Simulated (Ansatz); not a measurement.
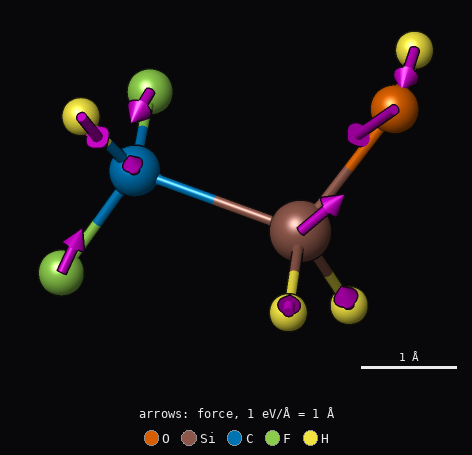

Starting geometry of CH4F2OSi with the computed forces as purple arrows. The picture is a ball-and-stick view, seen at a tilt.

The start comes from PBE-D4/def2-SVP.

The calculation used RKS PBE0-D4/def2-TZVP (Ansatz). (force threshold 0.005 eV/Å; at most 150 steps)

### What follows when this structure is relaxed?

It isn't relaxed: the largest force vector, on the O atom, is 1.03 eV/Å. The final displacements follow the starting forces only in part (cosine between the two patterns 0.53). The O atom moves most after the best rigid fit: 0.050 Å. Largest moves by element: O 0.050 Å, F 0.044 Å, H 0.042 Å, C 0.015 Å, Si 0.003 Å. Among the contacts that change: O–Si 1.679 → 1.641 Å, C–H 1.117 → 1.096 Å, H–Si 1.505 → 1.485 Å, H–O 0.973 → 0.959 Å. Bond angles that change, for instance: Si–O–H 115.3° → 117.9°. After 7 geometry steps the energy has fallen by 0.051 eV. The largest force component goes from 0.92 to 0.0032 eV/Å.
